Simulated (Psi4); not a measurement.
# M06-2X/def2-SVP (density fitting) run of H2S2 (SMILES SS)

Aim: a short trajectory of H2S2. Input form: an ASE script.

The calculation is run with Psi4 1.11.

## 1. The molecule

H2S2: 4 atoms, total charge 0, spin state singlet. SMILES: `SS`. Geometry: relaxed at PBE0-D4/def2-TZVP (4 decimals). The run starts from this shape.

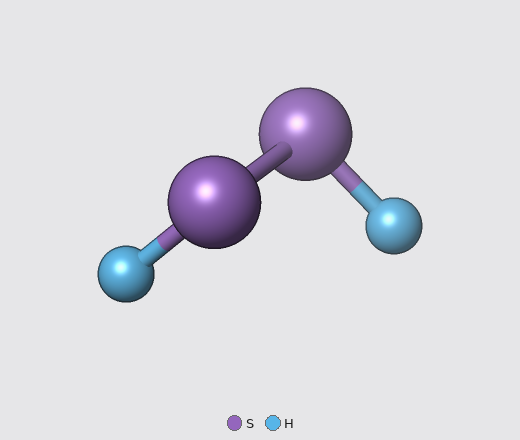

Viewed from a chosen angle; sulfur purple, hydrogen blue.

## 2. A short trajectory at M06-2X/def2-SVP (density fitting)

h2s2.sdf

```

     RDKit          3D

  4  3  0  0  0  0  0  0  0  0999 V2000
    0.7845   -0.7892    0.1667 S   0  0  0  0  0  0  0  0  0  0  0  0
    0.0602    1.1216    0.0674 S   0  0  0  0  0  0  0  0  0  0  0  0
   -0.2254   -1.3526    0.8569 H   0  0  0  0  0  0  0  0  0  0  0  0
   -0.6193    1.0203   -1.0910 H   0  0  0  0  0  0  0  0  0  0  0  0
  2  1  1  0
  3  1  1  0
  4  2  1  0
M  END
$$$$
```

h2s2_ase.py

```python
import numpy as np
from ase.calculators.psi4 import Psi4
from ase.io import read
from ase import units
from ase.md.velocitydistribution import MaxwellBoltzmannDistribution, Stationary
from ase.md.verlet import VelocityVerlet

a = read('h2s2.sdf')
calc = Psi4(atoms=a, method='m06-2x', basis='def2-SVP', memory='1600MB', num_threads=1, charge=0, multiplicity=1, label='psi4-calc')
a.calc = calc

MaxwellBoltzmannDistribution(a, temperature_K=1000.0, rng=np.random.default_rng(82))
Stationary(a)
dyn = VelocityVerlet(a, 0.25 * units.fs)
def show():
    ep, ek = a.get_potential_energy(), a.get_kinetic_energy()
    print(f'step {dyn.nsteps:3d}  Epot {ep:14.6f}  Ekin {ek:9.6f}  Etot {ep + ek:14.6f} eV  T {a.get_temperature():7.1f} K')
dyn.attach(show)
dyn.run(15)
```

Run with:

```
python h2s2_ase.py
```

psi4-calc.dat:

```text
[...]
  Running in c1 symmetry.
[...]
  Nuclear repulsion =   84.603244704103233
[...]
  Multiplicity = 1
[...]
  Nalpha       = 17
  Nbeta        = 17
[...]
    Number of basis functions: 46
[...]
   @DF-RKS iter   1:  -797.25243453102166   -2.09855e-01   4.36829e-03 DIIS/ADIIS
[...]
   @DF-RKS iter  11:  -797.27959221393348   -6.82121e-13   2.65983e-09 DIIS
[...]
    Orbital Energies [Eh]
    ---------------------
    Doubly Occupied:
       1A    -89.929171     2A    -89.924666     3A     -8.292650
       4A     -8.288971     5A     -6.216078     6A     -6.213168
       7A     -6.212536     8A     -6.209412     9A     -6.207998
      10A     -6.204470    11A     -0.891873    12A     -0.727343
      13A     -0.497222    14A     -0.461161    15A     -0.411550
      16A     -0.314804    17A     -0.311662
[...]
  @DF-RKS Final Energy:  -797.27959221393348
   => Energetics <=
    Nuclear Repulsion Energy =             84.6032447041032327
    One-Electron Energy =               -1269.1851382614258910
    Two-Electron Energy =                 411.9607389827129964
    DFT Exchange-Correlation Energy =     -24.6584376393238252
    Empirical Dispersion Energy =           0.0000000000000000
    VV10 Nonlocal Energy =                  0.0000000000000000
    Total Energy =                       -797.2795922139334834
[...]
 Multipole Moments:
 ------------------------------------------------------------------------------------
     Multipole            Electronic (a.u.)      Nuclear  (a.u.)        Total (a.u.)
 ------------------------------------------------------------------------------------
 L = 1.  Multiply by 2.5417464519 to convert [e a0] to [Debye]
 Dipole X            :          1.1309439           -1.6127751           -0.4818312
 Dipole Y            :          0.4364193           -0.6413746           -0.2049553
 Dipole Z            :          0.3257166           -0.5012363           -0.1755197
 Magnitude           :                                                    0.5522456
[...]
  -Total Gradient:
     Atom            X                  Y                   Z
    ------   -----------------  -----------------  -----------------
       1        0.037956630764     0.027501584708    -0.026171112211
       2        0.013897450734    -0.009425626652     0.027717305547
       3       -0.039579508125    -0.015878392990     0.023774479054
       4       -0.011990965702    -0.002243002682    -0.024954978578
[...]
```

The script printed:

```text
step   0  Epot  -21695.333413  Ekin  0.579732  Etot  -21694.753681 eV  T  1121.3 K
step   1  Epot  -21695.331693  Ekin  0.578255  Etot  -21694.753438 eV  T  1118.4 K
step   2  Epot  -21695.323130  Ekin  0.569700  Etot  -21694.753430 eV  T  1101.8 K
step   3  Epot  -21695.308256  Ekin  0.554950  Etot  -21694.753305 eV  T  1073.3 K
step   4  Epot  -21695.288602  Ekin  0.535171  Etot  -21694.753431 eV  T  1035.1 K
step   5  Epot  -21695.264947  Ekin  0.511641  Etot  -21694.753306 eV  T   989.6 K
step   6  Epot  -21695.238821  Ekin  0.485744  Etot  -21694.753077 eV  T   939.5 K
step   7  Epot  -21695.211647  Ekin  0.458833  Etot  -21694.752814 eV  T   887.4 K
step   8  Epot  -21695.184731  Ekin  0.432181  Etot  -21694.752550 eV  T   835.9 K
step   9  Epot  -21695.159248  Ekin  0.406938  Etot  -21694.752310 eV  T   787.1 K
step  10  Epot  -21695.136230  Ekin  0.384117  Etot  -21694.752113 eV  T   742.9 K
step  11  Epot  -21695.116549  Ekin  0.364571  Etot  -21694.751977 eV  T   705.1 K
step  12  Epot  -21695.100911  Ekin  0.348995  Etot  -21694.751916 eV  T   675.0 K
step  13  Epot  -21695.089853  Ekin  0.337911  Etot  -21694.751942 eV  T   653.5 K
step  14  Epot  -21695.083739  Ekin  0.331678  Etot  -21694.752061 eV  T   641.5 K
step  15  Epot  -21695.082753  Ekin  0.330484  Etot  -21694.752269 eV  T   639.2 K
```

It took 69 s on 1 thread of Intel Xeon Platinum 8259CL at 2.50GHz (Skylake/Cascade Lake), shared host; peak memory 0.66 GiB.

Step by step:

```tsv
step	potential energy change (eV)	largest force (eV/Å)
0	0.0000	0.5340
1	0.0017	0.6310
2	0.0103	0.8917
3	0.0252	1.1767
4	0.0448	1.4489
5	0.0685	1.6953
6	0.0946	1.9133
7	0.1218	2.1029
8	0.1487	2.2652
9	0.1742	2.4016
10	0.1972	2.5139
11	0.2169	2.6037
12	0.2325	2.6723
13	0.2436	2.7209
14	0.2497	2.7502
15	0.2507	2.7605
```

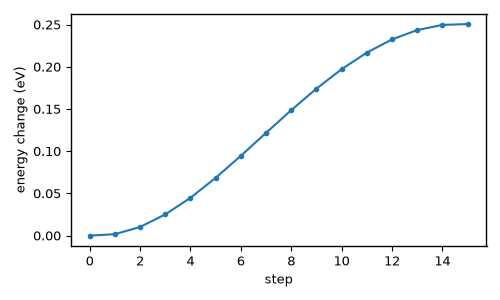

Energy along the run.

## 3. What came out

Level: M06-2X/def2-SVP (density fitting).

| quantity | value |
| --- | --- |
| potential energy of the last frame | -797.27959 Eh |
